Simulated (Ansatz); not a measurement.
**Geometry relaxation, with input and output: CO (part 2 of 2)**

The same run, continued: CO (disordered cell, 12 atoms in the cell); DFT PBE-D3(BJ), scalar-relativistic, plane waves, PAW, no spin polarisation (Ansatz 0.2.0); cutoff 420 eV, 1×1×1 k-mesh, Fermi–Dirac smearing of 0.02 eV. It belongs to a series of runs on one base structure; here: start relaxed.

Geometry of the input (Å; fractional positions):
```
7.0339  0.0000  0.0000
0.0000  7.0339  0.0000
0.0000  0.0000  7.0339
O  0.8507  0.5246  0.4360
C  0.8135  0.6622  0.3558
O  0.0497  -0.0371  0.0780
C  0.1241  0.0846  -0.0020
O  0.3932  0.6744  0.8762
C  0.3341  0.7428  0.7399
O  0.2372  0.4823  0.3404
C  0.3290  0.5262  0.2124
O  0.2491  0.0469  0.5178
C  0.3070  -0.0156  0.3782
O  0.6637  0.6490  0.6866
C  0.7912  0.7101  0.7688
```

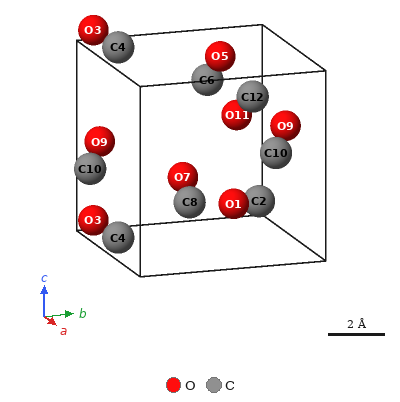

*The geometry at step 9 of the log (spheres-only view of the cell of the calculation, seen slightly off an axis; atoms are numbered from 1 in the order of the input).*

```
SCF converged after 8 iterations
Free energy (F): -4900.270100 eV
Harris-Foulkes:  -4900.270100 eV  (|F-HF|=6.40e-9)
Internal energy: -4900.270100 eV  (E = F + TS)
E sigma→0 (E₀):  -4900.270100 eV
Fermi energy:    -2.163690 eV
--- Per-component energies (eV) ---
  E_band       = -703.739903
  E_kinetic    = 1519.416273
  E_local      = -5487.194191  (includes V_loc(G=0)·N_el)
  E_nonlocal   = 467.213232
  E_hartree    = 1964.905117
  E_xc         = -703.670263
  E_vxc        = -883.473070  (∫ρ·V_xc dr)
  E_paw        = -1539.974452  (= ΣΔE_a)
  E_vpaw       = -249.528363  (= ΣTr[D̂ρ^β])
  E_aug_tail   = 0.014684  (compensation charges beyond the density's cutoff)
  E_ewald      = -1120.417163
  E_disp       = -0.563336  (pairwise vdW)
  E_smearing   = -0.000000  (= −TS)
  E_closure    = -0.000000  (closes the sum)
  Σ components = -4900.270100   (vs F -4900.270100, Δ=0.00e0)
--- Forces (eV/Å), atoms counted from 1 ---
  atom   1  O     -0.05113462     0.27418080     0.03056652
  atom   2  C      0.06809561    -0.26523866    -0.03366266
  atom   3  O      0.07066516     0.06785365    -0.04659437
  atom   4  C     -0.08761151    -0.06348833     0.04051673
  atom   5  O     -0.03376711    -0.02232219    -0.05961089
  atom   6  C      0.02317933     0.02613229     0.06400242
  atom   7  O      0.03941206    -0.00354922    -0.02748904
  atom   8  C     -0.02416292     0.00142496     0.02582228
  atom   9  O      0.00836333    -0.00967858    -0.00222488
  atom  10  C     -0.00171790     0.00782529     0.00742394
  atom  11  O      0.00687129     0.00140483     0.01294731
  atom  12  C     -0.01821497    -0.01452106    -0.01168318
  max |Σ_I F_I| component: 2.38e-5 eV/Å
--- Relaxed structure (17 steps of the walk, 15 accepted, 0 SCFs on fresh bases) ---
  F+E_penalty+E_count = -4900.27010016 eV   max|allowed force component| = 2.742e-1 eV/Å
  atoms:
    - { symbol: O, position: [0.9405220547397835, 0.5409746248379455, 0.2969929885712151] }
    - { symbol: C, position: [0.9137688523846054, 0.6981647708642336, 0.3240665183539557] }
    - { symbol: O, position: [-0.025287295839155406, 0.1038136619017992, 0.025316283398218318] }
    - { symbol: C, position: [0.10299847883852692, 0.19244136535339704, -0.01656841872363051] }
    - { symbol: O, position: [0.23236124277180786, 0.7072656810159216, 0.9295945144449423] }
    - { symbol: C, position: [0.16348184344268588, 0.6384469236955206, 0.8007071704659677] }
    - { symbol: O, position: [0.37863027260521026, 0.44568329934891154, 0.3389532302810967] }
    - { symbol: C, position: [0.4834071105251261, 0.43807164825644074, 0.2163402309250175] }
    - { symbol: O, position: [0.2555558475876133, 0.02104440421726587, 0.5376207201517366] }
    - { symbol: C, position: [0.33366977258969277, -0.03275784136976014, 0.40705256921562777] }
    - { symbol: O, position: [0.6415367719984615, 0.6194789486664106, 0.7003218276092974] }
    - { symbol: C, position: [0.7218767483556413, 0.6777234132119139, 0.8276851653065556] }
```

Trajectory as extended XYZ (Å, eV, eV/Å), 17 frames, from step=1 to step=17:
```
12
Lattice="7.0339 0.0000 0.0000 0.0000 7.0339 0.0000 0.0000 0.0000 7.0339" Properties=species:S:1:pos:R:3:forces:R:3 step=1 energy=-4898.74998
O     5.9839    3.6899    3.0670   -0.0242   1.0982  -1.7311
C     5.7223    4.6576    2.5028    0.5111  -1.5369   0.3537
O     0.3494   -0.2609    0.5486    0.6350   1.3034  -0.9869
C     0.8730    0.5948   -0.0144   -0.8367  -1.2078   0.7545
O     2.7660    4.7437    6.1629   -1.4137   1.0308  -1.4365
C     2.3497    5.2247    5.2045    0.0490  -1.0505   1.9080
O     1.6682    3.3926    2.3943    0.8904   0.3811  -1.2199
C     2.3142    3.7012    1.4940   -0.7904  -0.6486   1.6934
O     1.7524    0.3300    3.6424    0.4913  -0.3171  -1.7442
C     2.1591   -0.1097    2.6603   -0.3794   0.7359   1.6736
O     4.6684    4.5647    4.8292    2.1682   0.7626   1.2843
C     5.5650    4.9948    5.4073   -1.3003  -0.5506  -0.5499
12
Lattice="7.0339 0.0000 0.0000 0.0000 7.0339 0.0000 0.0000 0.0000 7.0339" Properties=species:S:1:pos:R:3:forces:R:3 step=2 energy=-4899.40184
O     6.0444    3.6411    2.8882   -0.0870   0.1802  -0.5701
C     5.7565    4.6199    2.3844    0.0975  -0.3643  -0.0965
O     0.3158   -0.2422    0.5017    0.0398   0.2300  -0.1649
C     0.8499    0.6058   -0.0338   -0.1420  -0.1017   0.0667
O     2.6491    4.7776    6.2144   -0.4907   0.3100  -0.3843
C     2.2086    5.1672    5.2420   -0.2258  -0.3335   0.4611
O     1.6522    3.3639    2.4347    0.3449   0.0799  -0.3266
C     2.3632    3.6510    1.5924   -0.0938  -0.3113   0.6661
O     1.7130    0.4299    3.5822    0.5842  -0.4430  -1.2200
C     2.2287   -0.0911    2.6995   -0.5046   0.6843   1.1982
O     4.7683    4.5732    4.8989    0.5142   0.1052   0.2982
C     5.6219    5.0272    5.4942   -0.0380  -0.0367   0.0731
12
Lattice="7.0339 0.0000 0.0000 0.0000 7.0339 0.0000 0.0000 0.0000 7.0339" Properties=species:S:1:pos:R:3:forces:R:3 step=3 energy=-4899.70470
O     6.0121    3.5986    2.7343   -0.0156  -0.2471  -0.1632
C     5.7248    4.6016    2.2922   -0.0697   0.1476  -0.2347
O     0.3006   -0.1897    0.4946   -0.3330  -0.3894   0.2872
C     0.8343    0.6477   -0.0421    0.2774   0.5417  -0.3254
O     2.5482    4.8292    6.2232   -0.4973   0.2490  -0.5785
C     2.0536    5.0804    5.2279    0.0755  -0.3158   0.6385
O     1.6705    3.3426    2.4531    0.8800   0.2304  -0.7763
C     2.5057    3.5691    1.7031   -0.6335  -0.3451   0.8990
O     1.7057    0.5048    3.5500    0.8372  -0.7648  -1.2686
C     2.2765   -0.0757    2.7367   -0.7662   0.8824   1.3008
O     4.8510    4.5772    4.9639   -0.3633  -0.2837  -0.2594
C     5.6888    5.0378    5.5620    0.6081   0.2944   0.4809
12
Lattice="7.0339 0.0000 0.0000 0.0000 7.0339 0.0000 0.0000 0.0000 7.0339" Properties=species:S:1:pos:R:3:forces:R:3 step=4 energy=-4899.87653
O     6.0435    3.6193    2.6601   -0.0430  -0.0721  -0.1503
C     5.6855    4.5968    2.2079   -0.0039   0.0214  -0.0974
O     0.2621    0.0020    0.5365    0.0085   0.1031  -0.0468
C     0.8200    0.7440   -0.1166   -0.0379   0.0153   0.0292
O     2.4190    4.7708    6.2035   -0.4395   0.1787  -0.5591
C     1.9047    4.9605    5.2045    0.1168  -0.2455   0.6057
O     1.7593    3.3076    2.4247    0.7992   0.1958  -0.6937
C     2.6308    3.5071    1.7107   -0.6137  -0.2833   0.7605
O     1.7643    0.4995    3.5938    0.7774  -0.7309  -1.1319
C     2.3338   -0.0889    2.7874   -0.7235   0.8055   1.1447
O     4.8633    4.6389    4.9862    0.3117   0.1211   0.2689
C     5.6855    4.9658    5.7002   -0.1522  -0.1091  -0.1293
12
Lattice="7.0339 0.0000 0.0000 0.0000 7.0339 0.0000 0.0000 0.0000 7.0339" Properties=species:S:1:pos:R:3:forces:R:3 step=5 energy=-4899.99321
O     6.0823    3.6452    2.5768   -0.0537   0.0412  -0.1357
C     5.6945    4.6305    2.1653    0.0446  -0.0607  -0.0157
O     0.2362    0.1412    0.5404    0.0795   0.1675  -0.1245
C     0.8163    0.8546   -0.1272   -0.1009  -0.0753   0.1082
O     2.2750    4.7123    6.2079   -0.3453   0.1183  -0.4458
C     1.7310    4.8625    5.2187    0.1403  -0.1695   0.4691
O     1.8507    3.2746    2.3920    0.6994   0.1488  -0.5704
C     2.7595    3.4326    1.7173   -0.5657  -0.2021   0.5951
O     1.8141    0.4873    3.6201    0.6439  -0.6357  -0.9282
C     2.3734   -0.1034    2.8118   -0.6017   0.6593   0.9509
O     4.8529    4.6477    5.0279    0.3765   0.1493   0.3395
C     5.6859    4.9383    5.7479   -0.3170  -0.1409  -0.2421
12
Lattice="7.0339 0.0000 0.0000 0.0000 7.0339 0.0000 0.0000 0.0000 7.0339" Properties=species:S:1:pos:R:3:forces:R:3 step=6 energy=-4900.07680
O     6.1623    3.6819    2.5147   -0.0768   0.1904  -0.1439
C     5.7727    4.6859    2.1485    0.0952  -0.1939   0.0656
O     0.2130    0.2706    0.5222    0.0511   0.1119  -0.0839
C     0.8119    0.9609   -0.1520   -0.0660  -0.0371   0.0708
O     2.1059    4.6658    6.2259   -0.1794   0.0592  -0.2114
C     1.5510    4.7780    5.2400    0.0791  -0.1062   0.2265
O     1.9769    3.2483    2.3495    0.5277   0.0861  -0.3961
C     2.9130    3.3558    1.7066   -0.4363  -0.1133   0.3936
O     1.8308    0.4591    3.6394    0.3740  -0.3880  -0.5370
C     2.3782   -0.1428    2.8383   -0.3462   0.3873   0.5557
O     4.8150    4.6255    5.0740    0.1905   0.0918   0.1813
C     5.6411    4.9343    5.7919   -0.2129  -0.0881  -0.1214
12
Lattice="7.0339 0.0000 0.0000 0.0000 7.0339 0.0000 0.0000 0.0000 7.0339" Properties=species:S:1:pos:R:3:forces:R:3 step=7 energy=-4900.13472
O     6.2790    3.7107    2.4627   -0.0917   0.2842  -0.1347
C     5.8964    4.7383    2.1574    0.1212  -0.2802   0.1105
O     0.1693    0.3920    0.4818    0.0018   0.0466  -0.0279
C     0.8031    1.0594   -0.1821   -0.0153   0.0143   0.0171
O     1.9603    4.6672    6.2805   -0.1258   0.0320  -0.1661
C     1.4138    4.6948    5.2842    0.0790  -0.0645   0.1891
O     2.1264    3.2359    2.2857    0.3991   0.0273  -0.2523
C     3.0867    3.2622    1.6739   -0.3400  -0.0397   0.2419
O     1.8134    0.4337    3.6454    0.1298  -0.1532  -0.1882
C     2.3424   -0.1893    2.8543   -0.1152   0.1385   0.2008
O     4.7521    4.5965    5.0959    0.1092   0.0639   0.1234
C     5.5290    4.9219    5.8592   -0.1519  -0.0696  -0.1142
12
Lattice="7.0339 0.0000 0.0000 0.0000 7.0339 0.0000 0.0000 0.0000 7.0339" Properties=species:S:1:pos:R:3:forces:R:3 step=8 energy=-4900.15091
O     6.3974    3.7221    2.3786   -0.5236   1.4830  -0.2506
C     6.0087    4.7932    2.2236    0.5606  -1.4724   0.2258
O     0.1104    0.5076    0.4137    0.1146   0.1460  -0.1205
C     0.7974    1.1884   -0.1830   -0.1279  -0.1148   0.1102
O     1.8424    4.7184    6.3466   -0.8989  -0.2424  -1.6247
C     1.2986    4.5500    5.3443    0.8853   0.2434   1.6550
O     2.2757    3.2293    2.2521    0.4030  -0.0124  -0.2315
C     3.2297    3.1860    1.6316   -0.3627   0.0070   0.2245
O     1.7796    0.3942    3.6417   -0.0284   0.0030   0.0445
C     2.3484   -0.2259    2.8804    0.0254  -0.0295  -0.0305
O     4.6634    4.5547    5.0992    0.0560   0.0319   0.0504
C     5.4201    4.9055    5.8703   -0.1032  -0.0428  -0.0529
12
Lattice="7.0339 0.0000 0.0000 0.0000 7.0339 0.0000 0.0000 0.0000 7.0339" Properties=species:S:1:pos:R:3:forces:R:3 step=9 energy=-4900.22146
O     6.5149    3.7223    2.2666    0.0224  -0.0230  -0.0285
C     6.1623    4.7981    2.1861    0.0239   0.0428   0.0234
O     0.0119    0.6353    0.3290    0.0467   0.0679  -0.0574
C     0.7635    1.3180   -0.1792   -0.0594  -0.0567   0.0531
O     1.7866    4.8279    6.4755   -0.1235  -0.0170  -0.1532
C     1.2714    4.5177    5.5106    0.0620   0.0325   0.1739
O     2.4520    3.1884    2.3064    0.1833  -0.0160  -0.1044
C     3.3397    3.1374    1.5982   -0.1595  -0.0016   0.1096
O     1.7783    0.2689    3.7050    0.0605  -0.0845  -0.0906
C     2.3272   -0.2798    2.8750   -0.0661   0.0746   0.0912
O     4.5365    4.5093    5.0026   -0.0065  -0.0200  -0.0569
C     5.2274    4.8799    5.8231    0.0175   0.0013   0.0396
12
Lattice="7.0339 0.0000 0.0000 0.0000 7.0339 0.0000 0.0000 0.0000 7.0339" Properties=species:S:1:pos:R:3:forces:R:3 step=10 energy=-4900.22147
O     6.5149    3.7223    2.2666    0.0224  -0.0232  -0.0285
C     6.1623    4.7981    2.1861    0.0235   0.0429   0.0235
O     0.0119    0.6353    0.3290    0.0466   0.0678  -0.0572
C     0.7635    1.3180   -0.1792   -0.0596  -0.0569   0.0530
O     1.7866    4.8279    6.4755   -0.1234  -0.0171  -0.1527
C     1.2714    4.5177    5.5106    0.0620   0.0327   0.1728
O     2.4520    3.1884    2.3064    0.1830  -0.0161  -0.1044
C     3.3397    3.1374    1.5982   -0.1598  -0.0017   0.1100
O     1.7783    0.2689    3.7050    0.0603  -0.0842  -0.0905
C     2.3272   -0.2798    2.8750   -0.0662   0.0746   0.0915
O     4.5365    4.5093    5.0026   -0.0071  -0.0202  -0.0574
C     5.2274    4.8799    5.8231    0.0182   0.0014   0.0399
12
Lattice="7.0339 0.0000 0.0000 0.0000 7.0339 0.0000 0.0000 0.0000 7.0339" Properties=species:S:1:pos:R:3:forces:R:3 step=11 energy=-4900.17533 accepted=F
O     6.6373    3.7515    2.1774   -0.0766   0.2324  -0.0209
C     6.3298    4.8461    2.2083    0.0939  -0.2157   0.0128
O    -0.1061    0.7262    0.2243    1.7503   1.3236  -0.7106
C     0.7791    1.3847   -0.1225   -1.7719  -1.3279   0.6969
O     1.6561    4.9206    6.5511   -0.2327  -0.1770  -0.4483
C     1.1678    4.4996    5.6106    0.2169   0.1907   0.4590
O     2.6158    3.1301    2.3968    1.3506  -0.0867  -1.4763
C     3.3849    3.0819    1.5377   -1.3174   0.0827   1.4798
O     1.7675    0.1329    3.7748    1.0662  -0.7622  -1.8719
C     2.3072   -0.2467    2.8245   -1.0637   0.7568   1.8787
O     4.5366    4.4619    4.8920    0.6925   0.4693   1.1840
C     5.0956    4.8345    5.8241   -0.7081  -0.4858  -1.1834
12
Lattice="7.0339 0.0000 0.0000 0.0000 7.0339 0.0000 0.0000 0.0000 7.0339" Properties=species:S:1:pos:R:3:forces:R:3 step=12 energy=-4900.23486
O     6.5688    3.7383    2.2181   -0.0484   0.1556  -0.0323
C     6.2439    4.8275    2.2164    0.0799  -0.1383   0.0174
O    -0.0409    0.6692    0.2837    0.4150   0.3653  -0.2483
C     0.7739    1.3374   -0.1514   -0.4329  -0.3578   0.2396
O     1.7112    4.8766    6.5057   -0.1002  -0.0392  -0.1691
C     1.2185    4.5087    5.5490    0.0730   0.0518   0.1874
O     2.5263    3.1611    2.3559    0.5777  -0.0362  -0.5209
C     3.3456    3.1143    1.5616   -0.5420   0.0275   0.5262
O     1.7703    0.2058    3.7361    0.3201  -0.2907  -0.5149
C     2.3194   -0.2583    2.8499   -0.3227   0.2815   0.5184
O     4.5565    4.4897    4.9456    0.2276   0.1331   0.3288
C     5.1782    4.8532    5.8284   -0.2470  -0.1526  -0.3323
12
Lattice="7.0339 0.0000 0.0000 0.0000 7.0339 0.0000 0.0000 0.0000 7.0339" Properties=species:S:1:pos:R:3:forces:R:3 step=13 energy=-4900.25421
O     6.6002    3.7760    2.1539   -0.0409   0.1490  -0.0143
C     6.3292    4.8769    2.2330    0.0649  -0.1374   0.0076
O    -0.0856    0.6930    0.2484    0.1815   0.1676  -0.1155
C     0.7536    1.3477   -0.1514   -0.1980  -0.1597   0.1090
O     1.6786    4.9153    6.5414   -0.0531  -0.0139  -0.0836
C     1.1800    4.5081    5.6049    0.0367   0.0232   0.0866
O     2.5782    3.1464    2.3528    0.2459  -0.0171  -0.2097
C     3.3804    3.1094    1.5466   -0.2202   0.0051   0.2179
O     1.7712    0.1761    3.7563    0.1337  -0.1214  -0.2132
C     2.3175   -0.2675    2.8626   -0.1317   0.1198   0.2159
O     4.5322    4.4405    4.9288    0.0827   0.0455   0.1238
C     5.1363    4.8015    5.8217   -0.1025  -0.0611  -0.1247
12
Lattice="7.0339 0.0000 0.0000 0.0000 7.0339 0.0000 0.0000 0.0000 7.0339" Properties=species:S:1:pos:R:3:forces:R:3 step=14 energy=-4900.25422
O     6.6002    3.7760    2.1539   -0.0409   0.1496  -0.0140
C     6.3292    4.8769    2.2330    0.0650  -0.1371   0.0075
O    -0.0856    0.6930    0.2484    0.1810   0.1673  -0.1153
C     0.7536    1.3477   -0.1514   -0.1981  -0.1597   0.1092
O     1.6786    4.9153    6.5414   -0.0531  -0.0139  -0.0834
C     1.1800    4.5081    5.6049    0.0365   0.0232   0.0866
O     2.5782    3.1464    2.3528    0.2466  -0.0172  -0.2104
C     3.3804    3.1094    1.5466   -0.2201   0.0051   0.2178
O     1.7712    0.1761    3.7563    0.1342  -0.1217  -0.2139
C     2.3175   -0.2675    2.8626   -0.1318   0.1197   0.2159
O     4.5322    4.4405    4.9288    0.0831   0.0456   0.1245
C     5.1363    4.8015    5.8217   -0.1025  -0.0611  -0.1245
12
Lattice="7.0339 0.0000 0.0000 0.0000 7.0339 0.0000 0.0000 0.0000 7.0339" Properties=species:S:1:pos:R:3:forces:R:3 step=15 energy=-4900.24474 accepted=F
O     6.5934    3.7968    2.0573   -0.2849   2.1227   0.4713
C     6.4431    4.9143    2.3113    0.3043  -2.1145  -0.4778
O    -0.1476    0.7236    0.1983    0.2997   0.2315  -0.1343
C     0.7424    1.3540   -0.1278   -0.3180  -0.2293   0.1287
O     1.6360    4.9698    6.5386   -0.0845  -0.0786  -0.1681
C     1.1635    4.4900    5.6220    0.0720   0.0812   0.1743
O     2.6358    3.1279    2.3779    0.0638  -0.0046  -0.0418
C     3.4033    3.0775    1.5420   -0.0525   0.0008   0.0393
O     1.7783    0.1562    3.7709    0.0459  -0.0349  -0.0583
C     2.3296   -0.2502    2.8648   -0.0352   0.0372   0.0651
O     4.5119    4.3962    4.9169    0.0241   0.0093   0.0448
C     5.0822    4.7673    5.8267   -0.0348  -0.0207  -0.0432
12
Lattice="7.0339 0.0000 0.0000 0.0000 7.0339 0.0000 0.0000 0.0000 7.0339" Properties=species:S:1:pos:R:3:forces:R:3 step=16 energy=-4900.26159
O     6.5931    3.7847    2.1067   -0.1187   0.6271   0.0742
C     6.3854    4.8944    2.2710    0.1436  -0.6162  -0.0812
O    -0.1186    0.7098    0.2193    0.1013   0.0968  -0.0683
C     0.7523    1.3476   -0.1347   -0.1195  -0.0916   0.0616
O     1.6581    4.9471    6.5369   -0.0680  -0.0457  -0.1214
C     1.1730    4.4936    5.6142    0.0522   0.0515   0.1273
O     2.6130    3.1357    2.3700    0.0400  -0.0045  -0.0128
C     3.3875    3.0961    1.5405   -0.0221  -0.0025   0.0153
O     1.7737    0.1617    3.7639    0.0119  -0.0163  -0.0094
C     2.3230   -0.2545    2.8618   -0.0061   0.0155   0.0139
O     4.5233    4.4220    4.9232   -0.0084  -0.0099  -0.0077
C     5.1080    4.7852    5.8262   -0.0061  -0.0040   0.0085
12
Lattice="7.0339 0.0000 0.0000 0.0000 7.0339 0.0000 0.0000 0.0000 7.0339" Properties=species:S:1:pos:R:3:forces:R:3 step=17 energy=-4900.27010
O     6.6155    3.8051    2.0890   -0.0511   0.2742   0.0306
C     6.4273    4.9108    2.2794    0.0681  -0.2652  -0.0337
O    -0.1779    0.7302    0.1781    0.0707   0.0679  -0.0466
C     0.7245    1.3536   -0.1165   -0.0876  -0.0635   0.0405
O     1.6344    4.9748    6.5386   -0.0338  -0.0223  -0.0596
C     1.1499    4.4907    5.6321    0.0232   0.0261   0.0640
O     2.6632    3.1349    2.3841    0.0394  -0.0035  -0.0275
C     3.4002    3.0813    1.5217   -0.0242   0.0014   0.0258
O     1.7975    0.1480    3.7815    0.0084  -0.0097  -0.0022
C     2.3470   -0.2304    2.8631   -0.0017   0.0078   0.0074
O     4.5125    4.3573    4.9260    0.0069   0.0014   0.0129
C     5.0776    4.7670    5.8218   -0.0182  -0.0145  -0.0117
```

Summary:

| quantity | value |
| --- | --- |
| outcome | converged |
| electrons treated | 60 |
| free energy | −4900.2701 eV |
| Fermi energy | −2.164 eV |
| final volume | 348.00 Å³ |
| largest force (length of the vector) at the end | 0.281 eV/Å |
| hardware | 1 thread of Arm Neoverse V1, 24 GiB of memory available, shared host |
| wall time | 28 s |
| peak memory | 0.36 GiB |

Notes:

The k-point mesh is coarse for a cell of this size, so the results may not be converged.
